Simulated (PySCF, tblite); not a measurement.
# C5H13BO: dynamics, then NMR shifts on frames, part 2 of 2

tblite 0.8.0 and PySCF 2.14.0. Atoms count from 0.

### 6 Nuclear shieldings: 800 fs, PBE0/pcSseg-1

What the job is given:

```
{"job": {"kind": "nmr", "xc": "PBE0", "basis": "pcSseg-1", "pop": false}, "charge": 0, "multiplicity": 1}
B     -0.820200     1.497400     2.266800
O     -0.513200     0.149500     1.465900
C     -1.409700    -0.973400     1.403300
C     -0.661900    -1.981500     0.444900
C      0.782000    -1.654400     0.553000
C      0.859900    -0.325000     1.306200
C      1.685500     0.638000     0.471800
H     -0.038300     2.252100     1.773400
H     -1.935600     1.753600     1.893900
H     -0.618200     1.306000     3.459800
H     -1.586400    -1.365900     2.393700
H     -2.308900    -0.617000     0.974200
H     -1.036300    -1.720600    -0.532100
H     -0.918700    -3.008800     0.756700
H      1.382200    -2.378900     1.093000
H      1.242300    -1.615500    -0.455300
H      1.318600    -0.459600     2.330000
H      1.534100     1.696400     0.737900
H      1.497700     0.572100    -0.656900
H      2.751100     0.394200     0.531800
```

Method: GIAO PBE0/pcSseg-1 NMR shielding, non-relativistic, gas phase.

The log of the run:

```text
coarse grid: 15664 points
cycle   1  E = -297.8740244326  dE =  6.661e-01  |g| = 4.695e-01  |ddm| = 3.697e+00
cycle   2  E = -297.8704555895  dE =  3.569e-03  |g| = 5.304e-01  |ddm| = 8.809e-01
cycle   3  E = -297.9304429334  dE = -5.999e-02  |g| = 9.964e-02  |ddm| = 4.473e-01
cycle   4  E = -297.9320659621  dE = -1.623e-03  |g| = 3.097e-02  |ddm| = 7.833e-02
cycle   5  E = -297.9322494316  dE = -1.835e-04  |g| = 6.636e-03  |ddm| = 2.459e-02
cycle   6  E = -297.9322597320  dE = -1.030e-05  |g| = 1.803e-03  |ddm| = 7.574e-03
cycle   7  E = -297.9322606156  dE = -8.836e-07  |g| = 2.560e-04  |ddm| = 2.027e-03
final grid: 148296 points
cycle   8  E = -297.9859117488  dE = -4.756e-05  |g| = 1.325e-02  |ddm| = 3.251e-02
cycle   9  E = -297.9858804257  dE =  3.132e-05  |g| = 1.896e-02  |ddm| = 1.863e-02
cycle  10  E = -297.9859453597  dE = -6.493e-05  |g| = 1.753e-03  |ddm| = 1.117e-02
cycle  11  E = -297.9859460856  dE = -7.259e-07  |g| = 2.382e-04  |ddm| = 1.817e-03
cycle  12  E = -297.9859460966  dE = -1.105e-08  |g| = 8.542e-05  |ddm| = 2.659e-04
cycle  13  E = -297.9859460984  dE = -1.771e-09  |g| = 1.732e-05  |ddm| = 8.399e-05
cycle  14  E = -297.9859460985  dE = -6.980e-11  |g| = 4.659e-06  |ddm| = 1.756e-05
converged SCF energy = -297.9859460985

GIAO shielding tensors (ppm)
atom      isotropic    diamagn.    paramagn.     s11        s22        s33       span
  0 B      110.770     189.274     -78.503     86.667     92.321    153.323     66.656
  1 O      265.730     406.621    -140.890    163.365    296.201    337.625    174.260
  2 C      103.987     245.490    -141.503     44.933     97.494    169.534    124.601
  3 C      160.546     249.414     -88.868    128.169    172.678    180.792     52.623
  4 C      150.142     250.581    -100.439    115.990    153.094    181.343     65.353
  5 C       95.797     246.413    -150.616     41.244     84.865    161.282    120.038
  6 C      156.809     248.244     -91.435    130.851    155.989    183.586     52.736
  7 H       28.466      31.778      -3.312     24.522     26.406     34.471      9.950
  8 H       28.707      30.607      -1.901     25.510     26.130     34.480      8.970
  9 H       28.592      29.587      -0.995     25.426     26.159     34.190      8.764
 10 H       27.921      29.368      -1.447     22.801     27.462     33.499     10.698
 11 H       27.917      31.275      -3.358     23.179     27.395     33.177      9.998
 12 H       29.496      31.853      -2.356     24.629     27.688     36.172     11.544
 13 H       29.395      28.190       1.205     24.757     26.586     36.842     12.085
 14 H       29.431      30.395      -0.964     25.454     27.383     35.455     10.001
 15 H       29.546      31.712      -2.165     24.958     28.559     35.123     10.165
 16 H       26.937      30.171      -3.234     24.198     25.340     31.274      7.076
 17 H       28.159      29.706      -1.547     22.572     27.811     34.094     11.522
 18 H       29.498      31.032      -1.534     25.673     28.065     34.755      9.082
 19 H       30.066      29.517       0.549     26.559     27.184     36.456      9.896
```

It took 24 s on 1 thread of Arm Neoverse V1, shared host; peak memory 0.87 GiB.

This run: δ C5 91.1, C2 82.9, C4 36.8, C6 30.1, H16 4.78, H11 3.80 ppm.

### 7 Nuclear shieldings: 1000 fs, PBE0/pcSseg-1

What the job is given:

```
{"job": {"kind": "nmr", "xc": "PBE0", "basis": "pcSseg-1", "pop": false}, "charge": 0, "multiplicity": 1}
B     -0.980300     0.993700     2.672200
O     -0.489700    -0.160800     1.493000
C     -1.362800    -1.304300     1.680400
C     -0.707300    -2.347000     0.831100
C      0.754100    -2.161800     0.999000
C      0.863500    -0.669800     1.460100
C      1.709300     0.086200     0.419600
H     -0.542600     2.026000     2.345100
H     -2.210100     0.977900     2.609800
H     -0.452900     0.520400     3.605900
H     -1.288200    -1.657000     2.750000
H     -2.384400    -1.042900     1.341700
H     -0.986100    -2.191900    -0.184900
H     -1.128600    -3.321800     1.087800
H      1.177500    -2.815500     1.716000
H      1.306700    -2.199300     0.063300
H      1.318600    -0.523600     2.477600
H      1.883100     1.122700     0.702000
H      1.182200    -0.019600    -0.567700
H      2.728200    -0.366900     0.474100
```

Method: GIAO PBE0/pcSseg-1 NMR shielding, non-relativistic, gas phase.

The log of the run:

```text
coarse grid: 15664 points
cycle   1  E = -297.8725152446  dE =  6.535e-01  |g| = 4.713e-01  |ddm| = 3.689e+00
cycle   2  E = -297.8693542794  dE =  3.161e-03  |g| = 5.299e-01  |ddm| = 8.345e-01
cycle   3  E = -297.9282397761  dE = -5.889e-02  |g| = 1.046e-01  |ddm| = 4.336e-01
cycle   4  E = -297.9300473130  dE = -1.808e-03  |g| = 3.251e-02  |ddm| = 8.071e-02
cycle   5  E = -297.9302520055  dE = -2.047e-04  |g| = 7.128e-03  |ddm| = 2.640e-02
cycle   6  E = -297.9302638053  dE = -1.180e-05  |g| = 1.765e-03  |ddm| = 7.858e-03
cycle   7  E = -297.9302646476  dE = -8.423e-07  |g| = 2.824e-04  |ddm| = 2.023e-03
final grid: 148296 points
cycle   8  E = -297.9850095608  dE = -4.839e-05  |g| = 1.408e-02  |ddm| = 3.790e-02
cycle   9  E = -297.9849693171  dE =  4.024e-05  |g| = 2.091e-02  |ddm| = 2.032e-02
cycle  10  E = -297.9850476688  dE = -7.835e-05  |g| = 1.955e-03  |ddm| = 1.226e-02
cycle  11  E = -297.9850485777  dE = -9.089e-07  |g| = 2.488e-04  |ddm| = 1.967e-03
cycle  12  E = -297.9850485899  dE = -1.219e-08  |g| = 9.800e-05  |ddm| = 2.994e-04
cycle  13  E = -297.9850485923  dE = -2.423e-09  |g| = 1.858e-05  |ddm| = 9.916e-05
cycle  14  E = -297.9850485924  dE = -7.140e-11  |g| = 5.642e-06  |ddm| = 1.611e-05
converged SCF energy = -297.9850485924

GIAO shielding tensors (ppm)
atom      isotropic    diamagn.    paramagn.     s11        s22        s33       span
  0 B       94.059     188.637     -94.578     62.632     67.525    152.021     89.389
  1 O      252.609     401.246    -148.637    181.375    273.445    303.006    121.630
  2 C       95.947     245.239    -149.292     35.907     95.930    156.005    120.098
  3 C      164.639     249.452     -84.813    141.009    171.182    181.727     40.718
  4 C      150.440     253.437    -102.998    115.301    158.510    177.508     62.207
  5 C       97.291     246.756    -149.465     55.831     76.471    159.572    103.741
  6 C      153.808     247.644     -93.835    137.401    148.369    175.655     38.254
  7 H       28.274      31.459      -3.185     25.045     25.877     33.900      8.855
  8 H       27.603      29.726      -2.123     24.208     24.994     33.607      9.399
  9 H       28.775      31.179      -2.404     23.817     26.713     35.795     11.978
 10 H       27.023      28.701      -1.678     21.791     27.522     31.757      9.966
 11 H       26.655      29.532      -2.878     21.683     26.301     31.980     10.297
 12 H       30.508      32.675      -2.167     25.909     28.328     37.286     11.377
 13 H       30.332      28.189       2.143     26.015     26.978     38.003     11.987
 14 H       29.912      31.193      -1.281     25.873     27.939     35.925     10.053
 15 H       30.159      31.857      -1.698     25.242     29.687     35.547     10.305
 16 H       27.010      31.029      -4.019     24.494     26.201     30.335      5.841
 17 H       29.512      30.723      -1.211     24.878     27.829     35.830     10.952
 18 H       29.392      30.707      -1.315     25.710     28.269     34.199      8.490
 19 H       29.758      29.605       0.153     25.485     27.814     35.976     10.492
```

It took 24 s on 1 thread of Arm Neoverse V1, shared host; peak memory 0.87 GiB.

This run: δ C2 91.0, C5 89.6, C4 36.5, C6 33.1, H11 5.06, H16 4.71 ppm.

### 8 Side by side: NMR shifts

Shifts (ppm) of some atoms, chosen among heavy atoms and hydrogens apart, with basis size and wall time:

```csv
frame,C2,C5,C6,H10,H17,B0,O1,functions,time
250 fs,86.1,78.8,26.1,3.46,1.35,6.1,52.3,184,32 s
425 fs,88.2,82.0,25.7,5.59,0.98,6.5,76.2,184,24 s
625 fs,75.4,90.5,24.6,3.37,1.19,-4.9,82.7,184,24 s
800 fs,82.9,91.1,30.1,3.80,3.56,-10.7,70.3,184,24 s
1000 fs,91.0,89.6,33.1,4.69,2.20,6.0,83.5,184,24 s
```

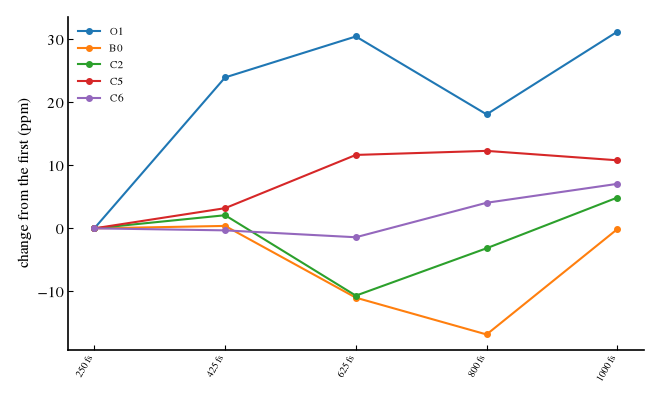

How five of the tabulated atoms move from run to run.

### 9 Results

This closing draws on all 2 parts.

| quantity | value |
| --- | --- |
| thermostat | 300 K |
| mean temperature, second half | 259 K |
| mean potential energy above the minimum | 0.60 eV |
| 13C shifts against TMS (PBE0/pcSseg-1, 250 fs) | 86.1, 78.8, 36.0, 28.5, 26.1 ppm |
| 1H shifts against TMS (PBE0/pcSseg-1, 250 fs) | 5.38, 5.13, 3.84, 3.78, 3.67, 3.49, 3.46, 2.41, 1.99, 1.61, 1.48, 1.35, -0.03 ppm |
| 11B shifts against BF3·OEt2 (PBE0/pcSseg-1, 250 fs) | 6.1 ppm |
| 17O shifts against H2O (PBE0/pcSseg-1, 250 fs) | 52.3 ppm |
| surface potential, 1st and 99th percentile | -1.38 V and 1.19 V |
| range of the shift of O1 | 52.3 to 83.5 ppm |

**Reading.** In the second half the potential energy averages 0.60 eV above the minimum; equipartition over 54 harmonic modes at 300 K would give 0.70 eV. With 20 atoms the temperature swings widely (151 to 337 K). Shifts at one fixed geometry are not the observed spectrum, which averages over the motion. In ppm, O1 moves most: its shift spreads over 31.2 ppm, from 52.3 (250 fs) to 83.5 (1000 fs).
